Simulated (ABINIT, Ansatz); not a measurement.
**KCdF3 (Pm-3m): one start, several treatments of the self-energy**

Wanted: the gap of KCdF3 (Pm-3m) under several approximations, with cost.

Program: ABINIT 10.8.3. Level of theory: LDA and many-body steps on it, plane waves. Results are calculated unless marked as measured.

### 1. The structure

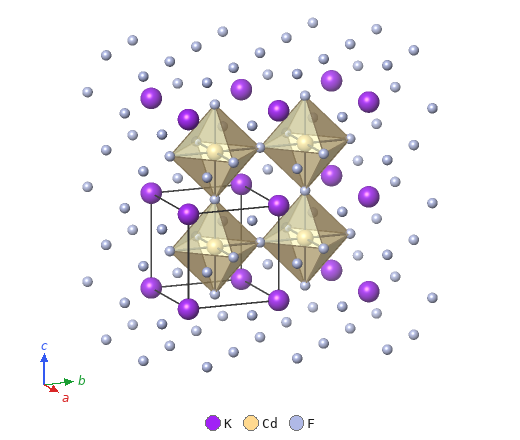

Start, viewed slightly off an axis; potassium purple, cadmium orange, fluorine light blue. 1×2×2 cells are drawn. Some periodic images of atoms are drawn too.

The cell and positions are those that the Materials Project relaxed with its own functionals (PBE, PBE+U or r2SCAN), kept fixed.

### 2. Empty states on the mesh, 2×2×2 mesh, 177 bands

This step: ABINIT 10.8.3; DFT, LDA, plane waves, norm-conserving pseudopotentials.

The sums over transitions need many empty states on a uniform mesh; this step solves for them.

run.abi

```
acell 3*1.0 Angstrom
rprim 
  4.382089020000 0.000000000000 0.000000000000
  0.000000000000 4.382089020000 0.000000000000
  0.000000000000 0.000000000000 4.382089020000
ntypat 3
znucl 19 48 9
natom 5
typat 1 2 3 3 3
xred 
  0.000000000000 0.000000000000 0.000000000000
  0.500000000000 0.500000000000 0.500000000000
  0.000000000000 0.500000000000 0.500000000000
  0.500000000000 0.000000000000 0.500000000000
  0.500000000000 0.500000000000 0.000000000000
pp_dirpath "pseudos"
pseudos "K.upf, Cd.upf, F.upf"
ecut 47
ngkpt 2 2 2
nshiftk 1
shiftk 0 0 0
kptopt 1
chksymbreak 0
iscf -2
irdden 1
istwfk *1
nband 177
nbdbuf 16
tolwfr 1e-09
nstep 60
prtvol 0
indata_prefix "in"
outdata_prefix "out"
tmpdata_prefix "tmp"
```

Run with:

```bash
$ OMP_NUM_THREADS=1 mpirun -n 4 abinit run.abi > log
```

Numbers of over 12 decimals in the logs are rounded to 6 here.

Output:

```text
.Version 10.8.3 of ABINIT. v10.8.2 released Aug 2026.

 Symmetries : space group Pm -3 m (#221); Bravais cP (primitive cubic)
[... echo of the input left out ...]
== DATASET  1 ==================================================================
-   mpi_nproc: 4, omp_nthreads: 1 (-1 if OMP is not activated)

--- !DatasetInfo
iteration_state: {dtset: 1, }
dimensions: {natom: 5, nkpt: 4, mband: 177, nsppol: 1, nspinor: 1, nspden: 1, mpw: 8778, }
cutoff_energies: {ecut:  47.0, pawecutdg:  -1.0, }
[...]
2.84603    2.84603    2.85364    2.85364    2.85364    2.90841    2.91020    2.91020
   2.91020    2.91273    2.91273    2.91273    2.93330    2.93338    2.95710    2.95710
   2.95712
 prteigrs : prtvol=0 or 1, do not print more k-points.

== END DATASET(S) ==============================================================
================================================================================

 -outvars: echo values of variables after computation  --------
            nband         177
             nkpt           4
          spgroup         221
 [... the other variables as echoed above ...]

 Calculation completed.
```

It took 2.1 min on 4 MPI ranks of Arm Neoverse N1, shared host; peak memory 0.47 GiB; 8.5 min of CPU time.

This step gave:

| Item | Value |
| --- | --- |
| gap | 2.829 eV |
| k of the valence top | 0.5, 0.5, 0.5 |
| k of the conduction bottom | 0, 0, 0 |
| least direct gap | 4.618 eV |
| k points computed | 4 |
| lowest point of the top converged band, above the valence top | 73.5546 eV |

On this mesh the gap is 2.829 eV.

The density comes from a self-consistent run that is not shown.

### 3. Screening, 2×2×2 mesh, 80 bands, screening to 114.3 eV

The RPA dielectric matrix is built and inverted for each q.

This step: RPA screening on LDA, plane waves, norm-conserving pseudopotentials.

run.abi: that of step 2 with these lines changed.

```diff
@@ -23,10 +23,11 @@
 chksymbreak 0
-iscf -2
-irdden 1
 istwfk *1
-nband 177
-nbdbuf 16
-tolwfr 1e-09
-nstep 60
-prtvol 0
+occopt 1
+irdwfk 1
+optdriver 3
+nband 80
+ecuteps 4.2
+inclvkb 2
+awtr 1
+symchi 1
 indata_prefix "in"
```

Output:

```text
.Version 10.8.3 of ABINIT. v10.8.2 released Aug 2026.

 Symmetries : space group Pm -3 m (#221); Bravais cP (primitive cubic)
[... echo of the input left out ...]
== DATASET  1 ==================================================================
-   mpi_nproc: 4, omp_nthreads: 1 (-1 if OMP is not activated)

--- !DatasetInfo
iteration_state: {dtset: 1, }
dimensions: {natom: 5, nkpt: 4, mband: 80, nsppol: 1, nspinor: 1, nspden: 1, mpw: 8778, }
cutoff_energies: {ecut:  47.0, pawecutdg:  -1.0, }
electrons: {nelect:   5.00000000E+01, charge:   0.00000000E+00, occopt:   1.00000000E+00, tsmear:   1.00000000E-02, }

 SCREENING: Calculation of the susceptibility and dielectric matrices

 Based on a program developped by R.W. Godby, V. Olevano, G. Onida, and L. Reining.
 Incorporated in ABINIT by V. Olevano, G.-M. Rignanese, and M. Torrent.
.Using double precision arithmetic ; gwpc =  8

[... cell and pseudopotentials left out ...]
--------------------------------------------------------------------------------

 ==== K-mesh for the wavefunctions ====
 Number of points in the irreducible wedge :     4
[... list of points left out ...]
 Together with 48 symmetry operations and time-reversal symmetry
 yields     8 points in the full Brillouin Zone.

 ==== Q-mesh for the screening function ====
 Number of points in the irreducible wedge :     4
[... list of points left out ...]
 Together with 48 symmetry operations and time-reversal symmetry
 yields     8 points in the full Brillouin Zone.

 setmesh: FFT mesh size selected  =    36x   36x   36
          total number of points  =        46656

 vcoul_init : cutoff-mode = AUXILIARY_FUNCTION
 q-points for optical limit:   1
     1)      0.000010    0.000020    0.000030

- screening: taking advantage of time-reversal symmetry
- Maximum band index for partially occupied states nbvw = 25
- Remaining bands to be divided among processors   nbcw = 55
- Number of bands treated by each node ~13

 Number of electrons calculated from density =   50.0000; Expected =   50.0000
 average of density, n =  0.088050
 r_s =    1.3944
 omega_plasma =   28.6234 [eV]

 calculating chi0 at frequencies [eV] :
  1    0.000000E+00    0.000000E+00
  2    0.000000E+00    2.862335E+01

--------------------------------------------------------------------------------
  q-point number  1        q = ( 0.000000, 0.000000, 0.000000) [r.l.u.]
--------------------------------------------------------------------------------
[... chi0 elements left out ...]
 For q-point:  0.000010 0.000020 0.000030
  dielectric constant =   2.3045
  dielectric constant without local fields =   2.4362

  Average fulfillment of the sum rule on Im[epsilon] for q-point    1 :     31.79  [%]
[... wings left out ...]
  q-point number  2        q = ( 0.500000, 0.000000, 0.000000) [r.l.u.]
--------------------------------------------------------------------------------
[... chi0 elements left out ...]
  Average fulfillment of the sum rule on Im[epsilon] for q-point    2 :     39.24  [%]

 [... 2 further q-points ...]
```

Elapsed: 27 s, on 4 MPI ranks; peak memory 1.1 GiB; 1.8 min of CPU time.

Numbers from this step:

* ε∞ with local fields, on this mesh, along the program's q direction: 2.304
* the same without local fields: 2.436
* plasma frequency: 28.62 eV
* plane waves in the screening matrix: 251

Local fields lower ε∞ by 5 %. On a Γ-centred mesh this coarse the value itself is usually too large, while a short band sum pulls it down.

### 4. G0W0, Godby-Needs plasmon pole

The self-energy is evaluated for the states that the input lists, and the levels follow from it, in one-shot runs by the linearised quasiparticle equation.

This step: G0W0 on LDA, plane waves, norm-conserving pseudopotentials.

run.abi: that of step 3 with these lines changed.

```diff
@@ -26,8 +26,17 @@
 irdwfk 1
-optdriver 3
+optdriver 4
 nband 80
+gwcalctyp 0
+ecutsigx 47
+symsigma 1
+nkptgw 2
+kptgw 
+  0.5000000000 0.5000000000 0.5000000000
+  0.0000000000 0.0000000000 0.0000000000
+bdgw 
+  24 28
+  23 28
 ecuteps 4.2
-inclvkb 2
-awtr 1
-symchi 1
+irdscr 1
+ppmodel 1
 indata_prefix "in"
```

Output:

```text
.Version 10.8.3 of ABINIT. v10.8.2 released Aug 2026.

 Symmetries : space group Pm -3 m (#221); Bravais cP (primitive cubic)
[... echo of the input left out ...]
== DATASET  1 ==================================================================
-   mpi_nproc: 4, omp_nthreads: 1 (-1 if OMP is not activated)

--- !DatasetInfo
iteration_state: {dtset: 1, }
dimensions: {natom: 5, nkpt: 4, mband: 80, nsppol: 1, nspinor: 1, nspden: 1, mpw: 8778, }
cutoff_energies: {ecut:  47.0, pawecutdg:  -1.0, }
electrons: {nelect:   5.00000000E+01, charge:   0.00000000E+00, occopt:   1.00000000E+00, tsmear:   1.00000000E-02, }

 SIGMA: Calculation of the GW corrections

 Based on a program developped by R.W. Godby, V. Olevano, G. Onida, and L. Reining.
 Incorporated in ABINIT by V. Olevano, G.-M. Rignanese, and M. Torrent.
.Using double precision arithmetic ; gwpc =  8

[... cell and pseudopotentials left out ...]
--------------------------------------------------------------------------------

 ==== K-mesh for the wavefunctions ====
 Number of points in the irreducible wedge :     4
[... list of points left out ...]
 Together with 48 symmetry operations and time-reversal symmetry
 yields     8 points in the full Brillouin Zone.

 ==== Q-mesh for screening function ====
 Number of points in the irreducible wedge :     4
[... list of points left out ...]
 Together with 48 symmetry operations and time-reversal symmetry
 yields     8 points in the full Brillouin Zone.

 vcoul_init : cutoff-mode = AUXILIARY_FUNCTION
 q-points for optical limit:   1
     1)      0.000010    0.000020    0.000030
 setmesh: FFT mesh size selected  =    54x   54x   54
          total number of points  =       157464

 Number of electrons calculated from density =   50.0000; Expected =   50.0000
 average of density, n =  0.088050
 r_s =    1.3944
 omega_plasma =   28.6234 [eV]

 === KS Band Gaps ===
  >>>> For spin  1
   Minimum direct gap =   4.6176 [eV], located at k-point      :   0.0000  0.0000  0.0000
   Fundamental gap    =   2.8288 [eV], Top of valence bands at :   0.5000  0.5000  0.5000
                                       Bottom of conduction at :   0.0000  0.0000  0.0000
 SIGMA fundamental parameters:
 PLASMON POLE MODEL  1
 number of plane-waves for SigmaX                 8733
 number of plane-waves for SigmaC and W            251
 number of plane-waves for wavefunctions          8733
 number of bands                                    80
 number of independent spin polarizations            1
 number of spinorial components                      1
 number of k-points in IBZ                           4
 number of q-points in IBZ                           4
 number of symmetry operations                      48
 number of k-points in BZ                            8
 number of q-points in BZ                            8
 number of frequencies for dSigma/dE                 9
 frequency step for dSigma/dE [eV]                0.25
 number of omega for Sigma on real axis              0
 max omega for Sigma on real axis  [eV]           0.00
 zcut for avoiding poles [eV]                     0.10

 EPSILON^-1 parameters (SCR file):
 dimension of the eps^-1 matrix on file            251
 dimension of the eps^-1 matrix used               251
 number of plane-waves for wavefunctions          8733
 number of bands                                    80
 number of q-points in IBZ                           4
 number of frequencies                               2
 number of real frequencies                          1
 number of imag frequencies                          1

 matrix elements of self-energy operator (all in [eV])

 Perturbative Calculation

--- !SelfEnergy_ee
iteration_state: {dtset: 1, }
kpoint     : [   0.500,    0.500,    0.500, ]
spin       : 1
KS_gap     :    7.513
QP_gap     :   11.331
Delta_QP_KS:    3.819
data: !SigmaeeData |
     Band     E0 <VxcDFT>   SigX SigC(E0)      Z dSigC/dE  Sig(E)    E-E0       E
       24   1.503 -25.696 -32.242   4.923   0.815  -0.226 -27.019  -1.322   0.180
       25   1.503 -25.696 -32.242   4.923   0.815  -0.226 -27.019  -1.322   0.180
       26   9.015 -10.695  -5.052  -2.815   0.883  -0.133  -8.198   2.496  11.511
       27   9.015 -10.695  -5.052  -2.815   0.883  -0.133  -8.198   2.496  11.511
       28   9.015 -10.695  -5.052  -2.815   0.883  -0.133  -8.198   2.496  11.511

--- !SelfEnergy_ee
iteration_state: {dtset: 1, }
kpoint     : [   0.000,    0.000,    0.000, ]
spin       : 1
KS_gap     :    4.618
QP_gap     :    8.328
Delta_QP_KS:    3.710
data: !SigmaeeData |
     Band     E0 <VxcDFT>   SigX SigC(E0)      Z dSigC/dE  Sig(E)    E-E0       E
       23  -0.286 -21.815 -29.294   5.529   0.793  -0.262 -23.361  -1.546  -1.832
       24  -0.286 -21.815 -29.294   5.529   0.793  -0.262 -23.361  -1.546  -1.832
       25  -0.286 -21.815 -29.294   5.529   0.793  -0.262 -23.361  -1.546  -1.832
       26   4.331 -12.205  -7.019  -2.717   0.877  -0.140 -10.040   2.164   6.496
       27   9.542  -9.378  -3.862  -2.655   0.893  -0.120  -6.825   2.554  12.096
       28   9.542  -9.378  -3.862  -2.655   0.893  -0.120  -6.825   2.554  12.096

== END DATASET(S) ==============================================================
================================================================================

 -outvars: echo values of variables after computation  --------
           etotal      0.0000000000E+00
            nband          80
             nkpt           4
          spgroup         221
 [... the other variables as echoed above ...]

 Calculation completed.
```

It took 12 s on 4 MPI ranks; peak memory 1.1 GiB; 47 s of CPU time.

Numbers from this step:

```yaml
g0w0_gap_on_the_points_computed: 6.316 eV
starting_gap_on_the_mesh: 2.829 eV
k_of_the_valence_top: 0.5, 0.5, 0.5
k_of_the_conduction_bottom: 0, 0, 0
z_at_the_valence_top: 0.815
z_at_the_conduction_bottom: 0.877
least_direct_g0w0_gap_on_the_computed_points: 8.328 eV
```

The gap on the mesh goes from 2.83 eV to 6.32 eV, a correction of +3.49 eV.

### 5. G0W0, Hybertsen-Louie plasmon pole

run.abi: that of step 4 with these lines changed.

```diff
@@ -40,3 +40,3 @@
 irdscr 1
-ppmodel 1
+ppmodel 2
 indata_prefix "in"
```

Output:

```text
.Version 10.8.3 of ABINIT. v10.8.2 released Aug 2026.

 Symmetries : space group Pm -3 m (#221); Bravais cP (primitive cubic)
[... echo of the input left out ...]
== DATASET  1 ==================================================================
-   mpi_nproc: 4, omp_nthreads: 1 (-1 if OMP is not activated)

--- !DatasetInfo
iteration_state: {dtset: 1, }
dimensions: {natom: 5, nkpt: 4, mband: 80, nsppol: 1, nspinor: 1, nspden: 1, mpw: 8778, }
cutoff_energies: {ecut:  47.0, pawecutdg:  -1.0, }
electrons: {nelect:   5.00000000E+01, charge:   0.00000000E+00, occopt:   1.00000000E+00, tsmear:   1.00000000E-02, }

 SIGMA: Calculation of the GW corrections

 Based on a program developped by R.W. Godby, V. Olevano, G. Onida, and L. Reining.
 Incorporated in ABINIT by V. Olevano, G.-M. Rignanese, and M. Torrent.
.Using double precision arithmetic ; gwpc =  8

[... cell and pseudopotentials left out ...]
--------------------------------------------------------------------------------

 ==== K-mesh for the wavefunctions ====
 Number of points in the irreducible wedge :     4
[... list of points left out ...]
 Together with 48 symmetry operations and time-reversal symmetry
 yields     8 points in the full Brillouin Zone.

 ==== Q-mesh for screening function ====
 Number of points in the irreducible wedge :     4
[... list of points left out ...]
 Together with 48 symmetry operations and time-reversal symmetry
 yields     8 points in the full Brillouin Zone.

 vcoul_init : cutoff-mode = AUXILIARY_FUNCTION
 q-points for optical limit:   1
     1)      0.000010    0.000020    0.000030
 setmesh: FFT mesh size selected  =    54x   54x   54
          total number of points  =       157464

 Number of electrons calculated from density =   50.0000; Expected =   50.0000
[...]
number of omega for Sigma on real axis              0
 max omega for Sigma on real axis  [eV]           0.00
 zcut for avoiding poles [eV]                     0.10

 EPSILON^-1 parameters (SCR file):
 dimension of the eps^-1 matrix on file            251
 dimension of the eps^-1 matrix used               251
 number of plane-waves for wavefunctions          8733
 number of bands                                    80
 number of q-points in IBZ                           4
 number of frequencies                               2
 number of real frequencies                          1
 number of imag frequencies                          1

 matrix elements of self-energy operator (all in [eV])

 Perturbative Calculation

--- !SelfEnergy_ee
iteration_state: {dtset: 1, }
kpoint     : [   0.500,    0.500,    0.500, ]
spin       : 1
KS_gap     :    7.513
QP_gap     :   11.758
Delta_QP_KS:    4.245
data: !SigmaeeData |
     Band     E0 <VxcDFT>   SigX SigC(E0)      Z dSigC/dE  Sig(E)    E-E0       E
       24   1.503 -25.696 -32.242   4.514   0.896  -0.117 -27.516  -1.819  -0.317
       25   1.503 -25.696 -32.242   4.514   0.896  -0.117 -27.516  -1.819  -0.317
       26   9.015 -10.695  -5.052  -3.015   0.923  -0.083  -8.269   2.426  11.441
[...]
--- !SelfEnergy_ee
iteration_state: {dtset: 1, }
kpoint     : [   0.000,    0.000,    0.000, ]
spin       : 1
KS_gap     :    4.618
QP_gap     :    8.951
Delta_QP_KS:    4.334
data: !SigmaeeData |
     Band     E0 <VxcDFT>   SigX SigC(E0)      Z dSigC/dE  Sig(E)    E-E0       E
[...]
27   9.542  -9.378  -3.862  -2.855   0.927  -0.078  -6.911   2.467  12.010
       28   9.542  -9.378  -3.862  -2.855   0.927  -0.078  -6.911   2.467  12.010

== END DATASET(S) ==============================================================
================================================================================

 -outvars: echo values of variables after computation  --------
           etotal      0.0000000000E+00
            nband          80
             nkpt           4
          spgroup         221
 [... the other variables as echoed above ...]

 Calculation completed.
```

Run time: 12 s. Hardware: 4 MPI ranks; peak memory 1.1 GiB.

Numbers from this step:

```
G0W0 gap on the points computed              : 6.636 eV
starting gap on the mesh                     : 2.829 eV
k of the valence top                         : 0.5, 0.5, 0.5
k of the conduction bottom                   : 0, 0, 0
Z at the valence top                         : 0.896
Z at the conduction bottom                   : 0.92
least direct G0W0 gap on the computed points : 8.951 eV
```

Against G0W0 in ABINIT (2×2×2 mesh, 80 bands, screening to 114.3 eV, Godby-Needs plasmon pole), the gap moves by +0.320 eV.

### 6. G0W0, von der Linden-Horsch plasmon pole

run.abi: that of step 5 with these lines changed.

```diff
@@ -40,3 +40,3 @@
 irdscr 1
-ppmodel 2
+ppmodel 3
 indata_prefix "in"
```

Output:

```text
.Version 10.8.3 of ABINIT. v10.8.2 released Aug 2026.

 Symmetries : space group Pm -3 m (#221); Bravais cP (primitive cubic)
[... echo of the input left out ...]
== DATASET  1 ==================================================================
-   mpi_nproc: 4, omp_nthreads: 1 (-1 if OMP is not activated)

--- !DatasetInfo
iteration_state: {dtset: 1, }
dimensions: {natom: 5, nkpt: 4, mband: 80, nsppol: 1, nspinor: 1, nspden: 1, mpw: 8778, }
cutoff_energies: {ecut:  47.0, pawecutdg:  -1.0, }
[...]
Band     E0 <VxcDFT>   SigX SigC(E0)      Z dSigC/dE  Sig(E)    E-E0       E
[...]
27   9.542  -9.378  -3.862  -2.804   0.942  -0.061  -6.822   2.556  12.098
       28   9.542  -9.378  -3.862  -2.804   0.942  -0.061  -6.822   2.556  12.098

== END DATASET(S) ==============================================================
================================================================================

 -outvars: echo values of variables after computation  --------
           etotal      0.0000000000E+00
            nband          80
             nkpt           4
          spgroup         221
 [... the other variables as echoed above ...]

 Calculation completed.
```

Wall time 9 s (4 MPI ranks); peak memory 1 GiB; 36 s of CPU time.

Numbers from this step:

```
G0W0 gap on the points computed              : 6.233 eV
starting gap on the mesh                     : 2.829 eV
k of the valence top                         : 0.5, 0.5, 0.5
k of the conduction bottom                   : 0, 0, 0
least direct G0W0 gap on the computed points : 8.502 eV
```

Against G0W0 in ABINIT (2×2×2 mesh, 80 bands, screening to 114.3 eV, Godby-Needs plasmon pole), the gap moves by −0.083 eV.

(Continued in part 2 of 2.)

[Paths, hosts, dates, memory and timing lines, banners, echoed tables and standing remarks are left out of the program output.]

[Logs are printed without paths, hosts, clocks, repeated set-up lines and the standing remarks that a program may print on its own settings, such as how far it seeks lower states.]

[Runs of the session that timed out or met a known fault of the program may be left out.]

[Hosts, paths, dates, database ids (printed as entryN), source tags and the programs' standing remarks are cut or masked in the printed files.]

[G0W0 gaps are taken among the corrected bands and points alone; a level outside them can change the order at an edge.]

[Where Ansatz stands beside ABINIT at settings called matched, ABINIT's density can come from a denser mesh and the files from another edition; pairs whose starting gaps differed by over 0.03 eV were left out, so agreement reads better than it is.]
